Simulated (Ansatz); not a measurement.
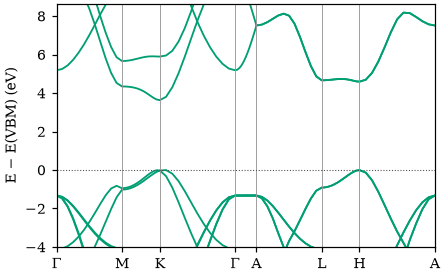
Figure. Band structure from DFT-PBE+D3(BJ) in the program Ansatz with PAW potentials

The gap is 3.63 eV; an edge lies off the plotted path or next to a special point (maximum off the standard path, minimum at K).

The material is BN in space group P6_3/mmc (No. 194; B on 2b, N on 2d).

The workflow started from a Materials Project entry (that database holds measured and hypothetical structures alike). Its sites differ from those of the usual phase in this space group: another stacking or structure type. The PBE+D3(BJ) relaxation kept the symmetry of its start; its stability against distortions is not shown here.

Potentials: the earlier of the program's two PAW sets.
